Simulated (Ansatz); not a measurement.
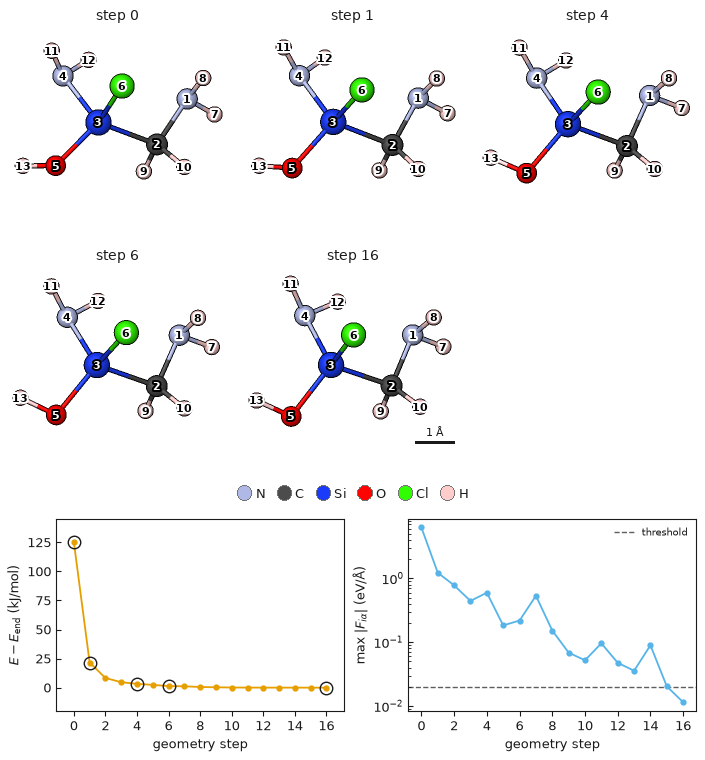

Frames of a relaxation of CH7ClN2OSi, marked on the history of the run. The picture is a ball-and-stick view, seen at a tilt.

The run prepares the start of a later molecular dynamics calculation, from a guessed geometry.

These are results of Ansatz, RKS r2SCAN-D4/STO-3G, not measurements.

Input file:
```yaml
crystal:
  periodic: [false, false, false]
  atoms:
    - { symbol: "N", position_ang: [0.101, -1.9654, 0.1275] }
    - { symbol: C, position_ang: [-0.6098, -0.7519, 0.7278] }
    - { symbol: Si, position_ang: [0.0968, 0.875, 0.1155] }
    - { symbol: "N", position_ang: [0.3737, 0.893, -1.5638] }
    - { symbol: O, position_ang: [-0.7413, 2.232, 0.3911] }
    - { symbol: Cl, position_ang: [1.9797, 1.1767, 0.9329] }
    - { symbol: H, position_ang: [-0.4063, -2.7642, 0.4222] }
    - { symbol: H, position_ang: [1.0407, -1.9907, 0.4795] }
    - { symbol: H, position_ang: [-1.6636, -0.7582, 0.5034] }
    - { symbol: H, position_ang: [-0.5357, -0.82, 1.8424] }
    - { symbol: H, position_ang: [1.1798, 1.3292, -1.7482] }
    - { symbol: H, position_ang: [0.4451, -0.0868, -1.814] }
    - { symbol: H, position_ang: [-1.2396, 2.5965, -0.4014] }
basis:
  gaussian: { orbitals: STO-3G }
hamiltonian:
  xc: r2scan
  dispersion: d4
relax:
  f_tol: 0.02
  max_steps: 40
scf:
  lower_state_search: "off"
```

Run as
```bash
ansatz run input.yaml --threads 1 --pin off --max-ram 2048MiB --backend cpu --events-out ev --progress --plain --runs-dir out
```

**Describe the path.**

The energy falls by 125.3 kJ/mol in 16 geometry steps. The largest force component goes from 6.3 to 0.011 eV/Å. H13 moves most after the best rigid fit: 0.64 Å. Largest moves by element: H 0.64 Å, O 0.35 Å, Cl 0.29 Å, N 0.28 Å, Si 0.09 Å, C 0.04 Å. Among the contacts that change: N4–H11 0.935 → 1.048 Å, Si3–Cl6 2.075 → 2.152 Å, Si3–O5 1.619 → 1.689 Å, N1–H7 0.991 → 1.061 Å. Among the angles between lasting bonds that change: Si3–O5–H13 115.3° → 104.8°, N4–Si3–O5 104.1° → 114.5°, H7–N1–H8 110.8° → 101.5°. Groups turn about Si3–O5 by about 65°. The run took 90 s on 1 thread of Arm Neoverse V1, with other jobs on the host, peak memory 0.17 GiB. From step 0 to 1: Cl6 moves most (0.20 Å), energy −103.7 kJ/mol. From step 1 to 4: H13 moves most (0.34 Å), energy −18.3 kJ/mol. From step 4 to 6: H13 moves most (0.20 Å), energy −1.90 kJ/mol. From step 6 to 16: Cl6 moves most (0.22 Å), energy −1.37 kJ/mol.

Limits of the set-up: STO-3G is a minimal basis, so the numbers are rough.
